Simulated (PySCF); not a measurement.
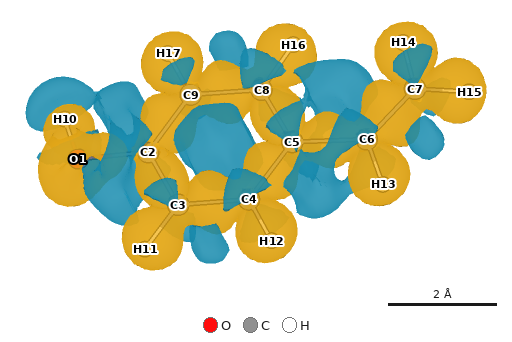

Figure. C8H8O, SMILES `Oc1ccc(C=C)cc1`. Deformation density (molecule less spherical, spin-averaged free atoms at the same positions), surfaces at ±0.06 e/Å³; yellow: gain, teal: loss.

Computed with PySCF, BP86/cc-pVDZ, geometry: GFN2-xTB. No frequency check shows the geometry to be a minimum.

Coordinates in Å:

```
O1      -3.1544    0.1735    0.0021
C2      -1.7983    0.0703    0.0009
C3      -1.2297   -1.2000    0.0025
C4       0.1411   -1.3388    0.0002
C5       0.9890   -0.2280   -0.0028
C6       2.4301   -0.4390   -0.0050
C7       3.3746    0.4945    0.0071
C8       0.4024    1.0374   -0.0043
C9      -0.9694    1.1869   -0.0025
H10     -3.4118    1.1034    0.0015
H11     -1.8805   -2.0599    0.0055
H12      0.5704   -2.3306    0.0021
H13      2.7278   -1.4809   -0.0174
H14      3.1553    1.5484    0.0214
H15      4.4188    0.2328    0.0045
H16      1.0222    1.9203   -0.0080
H17     -1.4062    2.1778   -0.0033
```

Q: How much density has each bond gained at its critical point, relative to the free atoms?

A: The five largest and four smallest: O1–H10: +0.74 e/Å³ at the bond critical point (bond length 0.96 Å, Mayer order 1.0). C8–H16: +0.67 e/Å³ at the bond critical point (bond length 1.08 Å, Mayer order 0.9). C4–H12: +0.67 e/Å³ at the bond critical point (bond length 1.08 Å, Mayer order 0.9). C3–H11: +0.67 e/Å³ at the bond critical point (bond length 1.08 Å, Mayer order 0.9). C6–H13: +0.66 e/Å³ at the bond critical point (bond length 1.08 Å, Mayer order 0.9). C4–C5: +0.56 e/Å³ at the bond critical point (bond length 1.40 Å, Mayer order 1.4). C5–C8: +0.56 e/Å³ at the bond critical point (bond length 1.40 Å, Mayer order 1.4). C5–C6: +0.49 e/Å³ at the bond critical point (bond length 1.46 Å, Mayer order 1.2). O1–C2: +0.11 e/Å³ at the bond critical point (bond length 1.36 Å, Mayer order 1.2); up to 0.6 Å beside the axis the gain reaches +0.32 e/Å³. In all, 3.6 electrons gather in the regions of gain relative to the promolecule. A small or negative value marks a very polar bond, one between electron-rich atoms, whose free-atom densities already overlap strongly, a long bond to a heavier atom, or a closed-shell contact such as a hydrogen bond.
